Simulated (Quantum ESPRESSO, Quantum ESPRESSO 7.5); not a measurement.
**In2Se2, 2 layers, AA' stacking against a metal electrode: a series in the charge of the slab**

Aim: how the results for In2Se2, 2 layers, AA' stacking against a metal electrode change with the charge of the slab.

Method: plane-wave DFT, PBE, GBRV ultrasoft pseudopotentials (geometry by pw.x at PBE-D3(BJ), GBRV ultrasoft), in Quantum ESPRESSO 7.5.

### 1. The structure

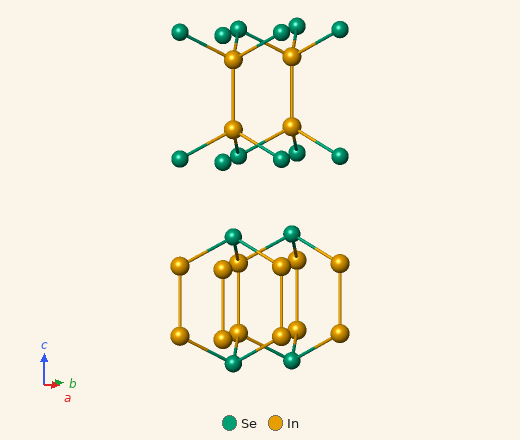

The cell as given, from the side, with the c axis up (selenium teal, indium orange). 1×2×1 cells are drawn. Bonds to atoms that aren't drawn are left out. Some periodic images of atoms are drawn too.

The cell holds 8 atoms: 4 Se and 4 In. Its edges and angles: a = 4.134 Å, b = 4.134 Å, c = 29.486 Å, α = 90.0°, β = 90.0°, γ = 120.0°. It derives from In2Se2. Vacuum lies along c.

Set-up: The slab is relaxed neutral under PBE-D3(BJ), then held. ESM with bc3: vacuum below and a metal electrode about 6 Å above the top atoms. Fermi-Dirac smearing of 0.004 Ry and a dense mesh. Charges are set per cell from the starting area.

Members 2, 3, 4.5, 6, 7 and 8 took the same steps and show in the table alone.

### 2. Variable-cell relaxation of the reference

What the set-up leaves free in this member is relaxed.

The input, ref.relax.in:

```
&control
  prefix = 'ref.relax'
  outdir = './out'
  pseudo_dir = './pseudo'
  nstep = 80
  forc_conv_thr = 0.0004
  calculation = 'vc-relax'
  etot_conv_thr = 1e-06
/
&system
  ibrav = 0
  nat = 8
  ntyp = 2
  ecutwfc = 50
  ecutrho = 250
  vdw_corr = 'grimme-d3'
  dftd3_version = 4
  occupations = 'smearing'
  smearing = 'fd'
  degauss = 0.004
/
&electrons
  conv_thr = 1e-09
  mixing_beta = 0.4
  electron_maxstep = 120
  mixing_mode = 'plain'
/
&ions
/
&cell
  cell_dofree = '2Dxy'
  press_conv_thr = 0.3
/
ATOMIC_SPECIES
  Se  78.9710  se_pbe_v1.uspp.F.UPF
  In  114.8180  in_pbe_v1.4.uspp.F.UPF
CELL_PARAMETERS angstrom
  4.13400000000000 0.00000000000000 0.00000000000000
  -2.06700000000000 3.58014901924487 0.00000000000000
  0.00000000000000 0.00000000000000 29.48581892826889
ATOMIC_POSITIONS crystal
  Se  0.333333333300 0.666666666700 0.271316866574
  In  0.000000000000 0.000000000000 0.310368002813
  In  0.000000000000 0.000000000000 0.406685490447
  Se  0.333333333300 0.666666666700 0.445736626685
  Se  0.000000000000 0.000000000000 0.554263373315
  In  0.333333333300 0.666666666700 0.593314509553
  In  0.333333333300 0.666666666700 0.689631997187
  Se  0.000000000000 0.000000000000 0.728683133426
K_POINTS automatic
  6 6 1 0 0 0
```

The run is started by

```console
$ OMP_NUM_THREADS=1 mpirun -n 4 pw.x -nk 2 -in ref.relax.in > ref.relax.out
```

Output:

```text
Program PWSCF v.7.5 starts
[citation notice left out]

     Parallel version (MPI & OpenMP), running on       4 processor cores
     Number of MPI processes:                 4
     Threads/MPI process:                     1

     MPI processes distributed on     1 nodes
[...]
Current dimensions of program PWSCF are:
     Max number of different atomic species (ntypx) = 10
     Max number of k-points (npk) =  40000
     Max angular momentum in pseudopotentials (lmaxx) =  4
     Message from routine setup:
     using ibrav=0 with symmetry is DISCOURAGED, use correct ibrav instead

     K-points division:     npool     =       2
     R & G space division:  proc/nbgrp/npool/nimage =       2
     Subspace diagonalization in iterative solution of the eigenvalue problem:
     a serial algorithm will be used

     Parallelization info
     --------------------
     sticks:   dense  smooth     PW     G-vecs:    dense   smooth      PW
     Min         522     423    124                98311    70447   10974
     Max         523     424    129                98314    70474   10977
     Sum        1045     847    253               196625   140921   21951

     Using Slab Decomposition

     bravais-lattice index     =            0
     lattice parameter (alat)  =       7.8121  a.u.
     unit-cell volume          =    2944.9734 (a.u.)^3
     number of atoms/cell      =            8
     number of atomic types    =            2
     number of electrons       =        76.00
     number of Kohn-Sham states=           46
     kinetic-energy cutoff     =      50.0000  Ry
     charge density cutoff     =     250.0000  Ry
     scf convergence threshold =      1.0E-09
     mixing beta               =       0.4000
     number of iterations used =            8  plain     mixing
     energy convergence thresh.=      1.0E-06
     force convergence thresh. =      4.0E-04
     press convergence thresh. =      3.0E-01
     Exchange-correlation=  SLA  PW   PBX  PBC
                           (   1   4   3   4   0   0   0)
     nstep                     =           80

     celldm(1)=   7.812128  celldm(2)=   0.000000  celldm(3)=   0.000000
     celldm(4)=   0.000000  celldm(5)=   0.000000  celldm(6)=   0.000000

     crystal axes: (cart. coord. in units of alat)
               a(1) = (   1.000000   0.000000   0.000000 )
               a(2) = (  -0.500000   0.866025   0.000000 )
               a(3) = (   0.000000   0.000000   7.132515 )

     reciprocal axes: (cart. coord. in units 2 pi/alat)
               b(1) = (  1.000000  0.577350 -0.000000 )
               b(2) = (  0.000000  1.154701  0.000000 )
               b(3) = (  0.000000 -0.000000  0.140203 )

     PseudoPot. # 1 for Se read from file:
     ./pseudo/se_pbe_v1.uspp.F.UPF
     Pseudo is Ultrasoft + core correction, Zval =  6.0
     Generated by new atomic code, or converted to UPF format
     Using radial grid of  877 points,  6 beta functions with:
                l(1) =   0
                l(2) =   0
                l(3) =   1
                l(4) =   1
                l(5) =   2
                l(6) =   2
     Q(r) pseudized with  8 coefficients,  rinner =    1.300   1.300   1.300
                                                       1.300   1.300

     PseudoPot. # 2 for In read from file:
     ./pseudo/in_pbe_v1.4.uspp.F.UPF
     Pseudo is Ultrasoft + core correction, Zval = 13.0
     Generated by new atomic code, or converted to UPF format
     Using radial grid of  889 points,  6 beta functions with:
                l(1) =   0
                l(2) =   0
                l(3) =   1
                l(4) =   1
                l(5) =   2
                l(6) =   2
     Q(r) pseudized with  6 coefficients,  rinner =    1.400   1.400   1.400
                                                       1.400   1.400

     atomic species   valence    mass     pseudopotential
     Se                6.00    78.97100     Se( 1.00)
     In               13.00   114.81800     In( 1.00)

     12 Sym. Ops., with inversion, found ( 6 have fractional translation)

   Cartesian axes

     site n.     atom                  positions (alat units)
         1        Se     tau(   1) = (  -0.0000000   0.5773503   1.9351717  )
         2        In     tau(   2) = (   0.0000000   0.0000000   2.2137046  )
         3        In     tau(   3) = (   0.0000000   0.0000000   2.9006905  )
         4        Se     tau(   4) = (  -0.0000000   0.5773503   3.1792234  )
         5        Se     tau(   5) = (   0.0000000   0.0000000   3.9532921  )
         6        In     tau(   6) = (  -0.0000000   0.5773503   4.2318249  )
         7        In     tau(   7) = (  -0.0000000   0.5773503   4.9188109  )
         8        Se     tau(   8) = (   0.0000000   0.0000000   5.1973437  )

     --------------------------------------------
     DFT-D3 Dispersion Correction (3-body terms):
     --------------------------------------------
       Reference C6 values for interpolation:

         atom   Coordination number   C6
         Se         0.000           427.35
         Se         0.990           427.57
         Se         1.981           421.05
         In         0.000          1515.48
         In         0.963          1357.98
         In         1.938           855.83
         In         2.935           621.66

       Values used:

         atom   Coordination number  R0_AB[au]  C6      C8
         Se         2.973            3.332    421.05  29958.36
         In         4.263            4.027    621.66  91928.86
         In         4.283            4.027    621.66  91928.86
         Se         3.034            3.332    421.05  29958.36
         Se         3.034            3.332    421.05  29958.36
         In         4.283            4.027    621.66  91928.86
         In         4.263            4.027    621.66  91928.86
         Se         2.973            3.332    421.05  29958.36

         Molecular C6 ( Ry / a.u.^6 ) =     33018.83

     number of k points=     7  Fermi-Dirac smearing, width (Ry)=  0.0040
                       cart. coord. in units 2pi/alat
        k(    1) = (   0.0000000   0.0000000   0.0000000), wk =   0.0555556
        k(    2) = (   0.0000000   0.1924501   0.0000000), wk =   0.3333333
        k(    3) = (   0.0000000   0.3849002   0.0000000), wk =   0.3333333
        k(    4) = (   0.0000000  -0.5773503   0.0000000), wk =   0.1666667
        k(    5) = (   0.1666667   0.2886751   0.0000000), wk =   0.3333333
        k(    6) = (   0.1666667   0.4811252   0.0000000), wk =   0.6666667
        k(    7) = (   0.3333333   0.5773503   0.0000000), wk =   0.1111111
[...]
new unit-cell volume =   2937.03897 a.u.^3 (   435.22427 Ang^3 )
     density =      2.95750 g/cm^3

CELL_PARAMETERS (angstrom)
   4.128427296  -0.000000000   0.000000000
  -2.064213648   3.575322916   0.000000000
   0.000000000   0.000000000  29.485818928

ATOMIC_POSITIONS (crystal)
Se               0.3333333333        0.6666666667        0.2705822926
In              -0.0000000000       -0.0000000000        0.3112807161
In               0.0000000000        0.0000000000        0.4058494504
Se               0.3333333333        0.6666666667        0.4465044880
Se               0.0000000000        0.0000000000        0.5534955120
In               0.3333333333        0.6666666667        0.5941505496
In               0.3333333333        0.6666666667        0.6887192839
Se              -0.0000000000       -0.0000000000        0.7294177074

[...]
NEW-OLD atomic charge density approx. for the potential
     New effective cutoffs (rho, wfc):  250.56   50.12

     negative rho (up, down):  6.233E-04 0.000E+00

     total cpu time spent up to now is      116.0 secs

     per-process dynamical memory:   132.4 Mb

     Self-consistent Calculation

     iteration #  1     ecut=    50.00 Ry     beta= 0.40
     Davidson diagonalization with overlap
     ethr =  1.00E-06,  avg # of iterations =  7.6

     negative rho (up, down):  6.244E-04 0.000E+00

     total cpu time spent up to now is      125.5 secs

     total energy              =    -708.76996149 Ry
     estimated scf accuracy    <       0.00165558 Ry

[...]
iteration #  9     ecut=    50.00 Ry     beta= 0.40
[...]
negative rho (up, down):  6.284E-04 0.000E+00

[...]
End of self-consistent calculation

[...]
the Fermi energy is     1.0495 ev

!    total energy              =    -708.77062999 Ry
     estimated scf accuracy    <          1.4E-10 Ry
     smearing contrib. (-TS)   =      -0.00001249 Ry
     internal energy E=F+TS    =    -708.77061750 Ry

     The total energy is F=E-TS. E is the sum of the following terms:
     one-electron contribution =   -2990.88907744 Ry
     hartree contribution      =    1529.84006461 Ry
     xc contribution           =    -269.92445279 Ry
     ewald contribution        =    1022.34351841 Ry
     DFT-D3 Dispersion         =      -0.14067031 Ry

     convergence has been achieved in   9 iterations

     negative rho (up, down):  6.284E-04 0.000E+00

     Forces acting on atoms (cartesian axes, Ry/au):

     atom    1 type  1   force =    -0.00000000   -0.00000000   -0.00850443
     atom    2 type  2   force =     0.00000000    0.00000000    0.00561264
     atom    3 type  2   force =     0.00000000    0.00000000   -0.00435068
     atom    4 type  1   force =     0.00000000    0.00000000    0.00915329
     atom    5 type  1   force =    -0.00000000   -0.00000000   -0.00915329
     atom    6 type  2   force =     0.00000000    0.00000000    0.00435068
     atom    7 type  2   force =     0.00000000    0.00000000   -0.00561264
     atom    8 type  1   force =     0.00000000    0.00000000    0.00850443

     Total force =     0.020324     Total SCF correction =     0.000043

     Computing stress (Cartesian axis) and pressure

     negative rho (up, down):  6.284E-04 0.000E+00
          total   stress  (Ry/bohr**3)                   (kbar)     P=       -2.69
  -0.00004172   0.00000000   0.00000000           -6.14        0.00        0.00
   0.00000000  -0.00004172   0.00000000            0.00       -6.14        0.00
   0.00000000   0.00000000   0.00002849            0.00        0.00        4.19

     Energy error            =      2.3E-03 Ry
     Gradient error          =      9.2E-03 Ry/Bohr
     Cell gradient error     =      6.1E+00 kbar

     number of scf cycles    =   3
     number of bfgs steps    =   2

     enthalpy           old  =    -708.7683386052 Ry
     enthalpy           new  =    -708.7706299939 Ry

     CASE: enthalpy          _new < enthalpy          _old

     new trust radius        =       0.0365016688 bohr
     new conv_thr            =       0.0000000002 Ry

     new unit-cell volume =   2920.25653 a.u.^3 (   432.73737 Ang^3 )
     density =      2.97450 g/cm^3

CELL_PARAMETERS (angstrom)
   4.116615342   0.000000000   0.000000000
  -2.058307671   3.565093464   0.000000000
   0.000000000   0.000000000  29.485818928

ATOMIC_POSITIONS (crystal)
Se               0.3333333333        0.6666666667        0.2699657947
In               0.0000000000        0.0000000000        0.3118463536
In               0.0000000000        0.0000000000        0.4053634858
Se               0.3333333333        0.6666666667        0.4471595775
Se               0.0000000000       -0.0000000000        0.5528404225
In               0.3333333333        0.6666666667        0.5946365142
In               0.3333333333        0.6666666667        0.6881536464
Se               0.0000000000        0.0000000000        0.7300342053

[...]
NEW-OLD atomic charge density approx. for the potential
     New effective cutoffs (rho, wfc):  252.00   50.40

     negative rho (up, down):  6.267E-04 0.000E+00

     total cpu time spent up to now is      166.5 secs

     per-process dynamical memory:   132.4 Mb

[...]
!    total energy              =    -708.77215513 Ry
[...]
Total force =     0.015022     Total SCF correction =     0.000034
[...]
number of bfgs steps    =   3
[...]
new trust radius        =       0.0266194927 bohr
[...]
!    total energy              =    -708.77289489 Ry
[...]
Total force =     0.018639     Total SCF correction =     0.000027
[...]
number of bfgs steps    =   4
[...]
new trust radius        =       0.0292814420 bohr
[...]
!    total energy              =    -708.77371650 Ry
[...]
Total force =     0.019159     Total SCF correction =     0.000034
[...]
number of bfgs steps    =   5
[...]
new trust radius        =       0.0439221630 bohr
[...]
!    total energy              =    -708.77482861 Ry
[...]
Total force =     0.017069     Total SCF correction =     0.000031
[...]
number of bfgs steps    =   6
[...]
new trust radius        =       0.0658832445 bohr
[...]
!    total energy              =    -708.77599239 Ry
[...]
Total force =     0.011324     Total SCF correction =     0.000018
[...]
number of bfgs steps    =   7
[...]
new trust radius        =       0.0594353076 bohr
[...]
!    total energy              =    -708.77639504 Ry
[...]
Total force =     0.004070     Total SCF correction =     0.000019
[...]
number of bfgs steps    =   8
[...]
new trust radius        =       0.0027229135 bohr
[...]
!    total energy              =    -708.77651049 Ry
[...]
Total force =     0.002118     Total SCF correction =     0.000013
[...]
number of bfgs steps    =  17
[...]
new trust radius        =       0.0080370390 bohr
[...]
!    total energy              =    -708.77652008 Ry
[...]
Total force =     0.002688     Total SCF correction =     0.000014
[...]
number of bfgs steps    =  18
[...]
new trust radius        =       0.0120555585 bohr
[...]
Self-consistent Calculation

     iteration #  1     ecut=    50.00 Ry     beta= 0.40
[...]
neg
[key lines of the parts left out:]
the Fermi energy is     1.3889 ev
convergence has been achieved in  10 iterations
```

It took 22 min on 4 MPI ranks of Arm Neoverse V1, shared host; peak memory 1.2 GiB; 90 min of CPU time.

Step by step (22 of 26):

| step | energy less that of the first step (eV) | largest force (eV/Å) | volume (Å³) |
| --- | --- | --- | --- |
| 1 | 0.0000 | 0.6227 | 436.40 |
| 2 | -0.0408 | 0.3983 | 436.17 |
| 3 | -0.0720 | 0.2353 | 435.22 |
| 5 | -0.1028 | 0.2446 | 430.61 |
| 6 | -0.1140 | 0.2504 | 428.27 |
| 7 | -0.1291 | 0.2205 | 424.78 |
| 8 | -0.1450 | 0.1489 | 419.57 |
| 9 | -0.1505 | 0.0516 | 414.90 |
| 11 | -0.1511 | 0.0371 | 415.27 |
| 12 | -0.1515 | 0.0325 | 415.58 |
| 13 | -0.1518 | 0.0213 | 415.93 |
| 14 | -0.1518 | 0.0162 | 416.03 |
| 15 | -0.1519 | 0.0118 | 416.01 |
| 16 | -0.1519 | 0.0143 | 415.96 |
| 18 | -0.1520 | 0.0298 | 415.76 |
| 19 | -0.1522 | 0.0383 | 415.62 |
| 20 | -0.1524 | 0.0447 | 415.46 |
| 21 | -0.1526 | 0.0459 | 415.28 |
| 22 | -0.1529 | 0.0350 | 415.10 |
| 24 | -0.1531 | 0.0060 | 415.20 |
| 25 | -0.1531 | 0.0026 | 415.25 |
| 26 | -0.1515 | 0.0034 | 415.25 |

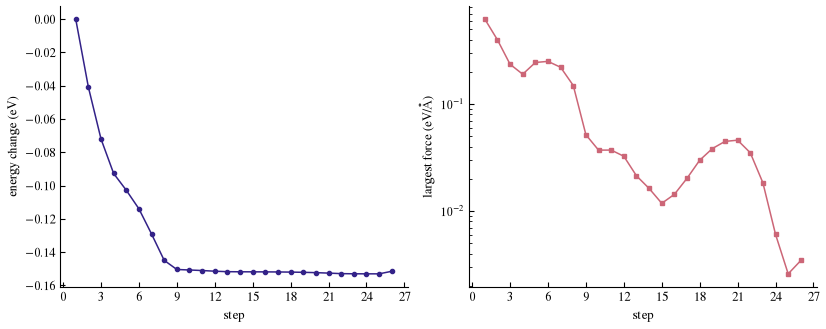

Energy and largest force along the relaxation.

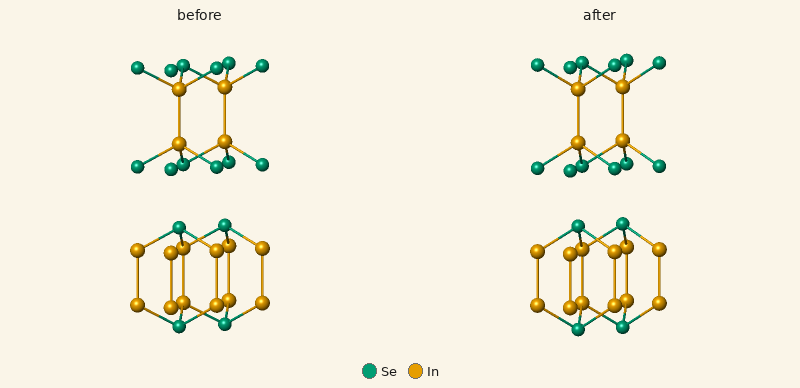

Before and after, at one scale. Bonds to atoms that aren't drawn are left out.

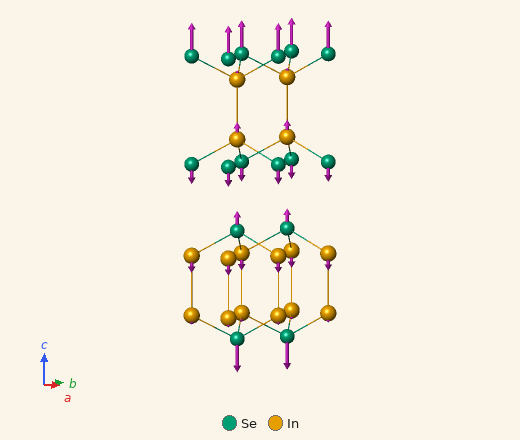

Displacements in the relaxation, exaggerated, measured against the changing cell; the longest in the cell stands for 0.15 Å. Bonds to atoms that aren't drawn are left out. 1×2×1 cells are drawn. Some periodic images of atoms are drawn too.

| cell as run | before | after | change |
| --- | --- | --- | --- |
| a (Å) | 4.134 | 4.033 | -2.5 % |
| b (Å) | 4.134 | 4.033 | -2.5 % |

The atoms that moved most (Å, along periodic axes as changes of fractional coordinates times the final cell, across vacuum about the mean position):

| atom | dx | dy | dz | length |
| --- | --- | --- | --- | --- |
| Se8 | 0.000 | 0.000 | 0.153 | 0.153 |
| Se1 | 0.000 | 0.000 | -0.153 | 0.153 |
| Se4 | 0.000 | 0.000 | 0.077 | 0.077 |
| Se5 | 0.000 | 0.000 | -0.077 | 0.077 |
| In3 | 0.000 | 0.000 | -0.059 | 0.059 |
| In6 | 0.000 | 0.000 | 0.059 | 0.059 |
| In2 | 0.000 | 0.000 | -0.013 | 0.013 |
| In7 | 0.000 | 0.000 | 0.013 | 0.013 |

 The last row is no step: it is a fresh SCF in the final cell with a new plane-wave basis, +2 meV from the row before.

Read from the output:

```
free energy  : -9643.3952 eV
Fermi energy : 1.392 eV
```

[end of part 1 of 3]

[Logs are printed without paths, hosts, clocks, repeated set-up lines and the standing remarks that a program may print on its own settings, such as how far it seeks lower states.]

[Hosts, paths, dates, database ids (printed as entryN), source tags and the programs' standing remarks are cut or masked in the printed files.]

[Maps of the electrostatic potential energy from Ansatz leave out the sawtooth potential of an applied field or a dipole correction, so their vacuum need not be flat; planar profiles and work functions include it.]
